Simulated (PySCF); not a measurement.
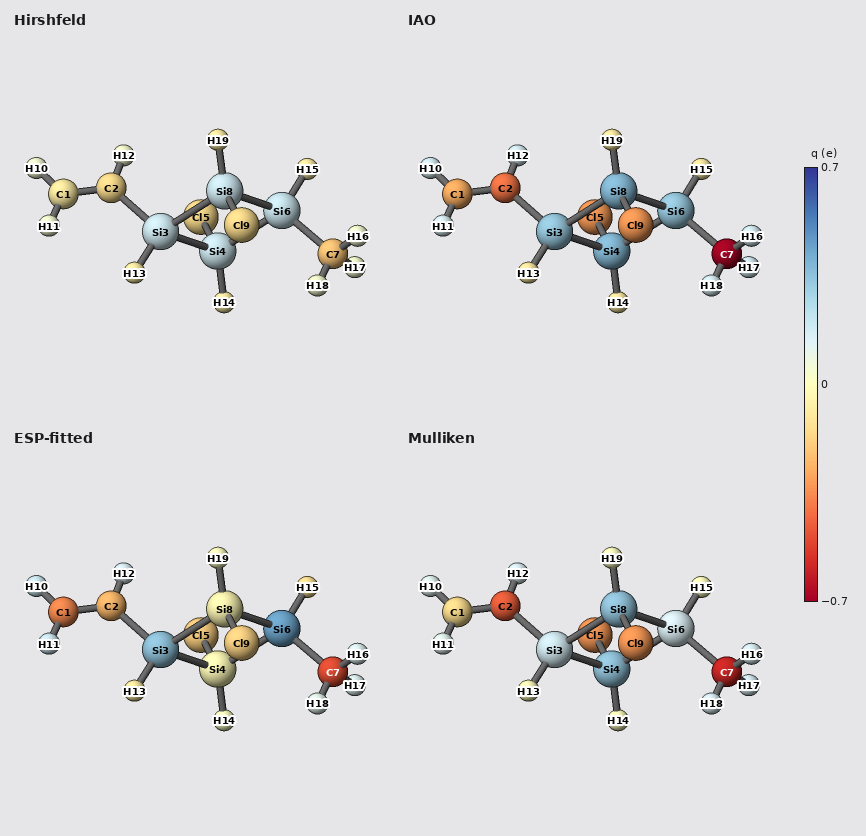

Atomic charges of one calculation by 4 schemes, on one colour scale. The geometry was computed by an optimisation with GFN2-xTB. No frequency run is at hand to confirm it as a minimum. Level of theory: PBE0/pcSseg-1 (PySCF 2.14.0).

### Which scheme gives the most polar picture (largest mean size of the charges)?

The IAO charges are the largest in size here, and the Hirshfeld charges the smallest.

### On which atom do the schemes disagree most?

On C7 (from −0.68 to −0.21 e).

List the charges (e), one line for each set of equivalent atoms. Atoms whose distances differ by more than 0.02 Å in this geometry are listed apart.

```csv
atom,Hirshfeld,IAO,ESP-fitted,Mulliken
C1,−0.08,−0.27,−0.35,−0.14
C2,−0.14,−0.40,−0.24,−0.44
Si3,0.17,0.32,0.34,0.17
Si4,0.18,0.36,−0.02,0.33
Cl5,−0.14,−0.31,−0.18,−0.32
Si6,0.18,0.32,0.43,0.14
C7,−0.21,−0.68,−0.48,−0.58
Si8,0.18,0.36,−0.03,0.33
Cl9,−0.14,−0.32,−0.17,−0.32
H10,0.05,0.16,0.18,0.12
H11,0.05,0.15,0.18,0.12
H12,0.04,0.15,0.15,0.14
H13,−0.07,−0.08,−0.08,−0.01
H14,−0.07,−0.08,0.01,0.00
H15,−0.07,−0.08,−0.12,0.00
H16,0.05,0.16,0.13,0.15
H17,0.05,0.16,0.13,0.15
H18,0.04,0.16,0.11,0.14
H19,−0.07,−0.08,0.01,0.01
```

The geometry is semi-empirical. Around Si such bond lengths and angles can be off by a tenth of an ångström or more and by several degrees, and values that hang on the shape move with them.
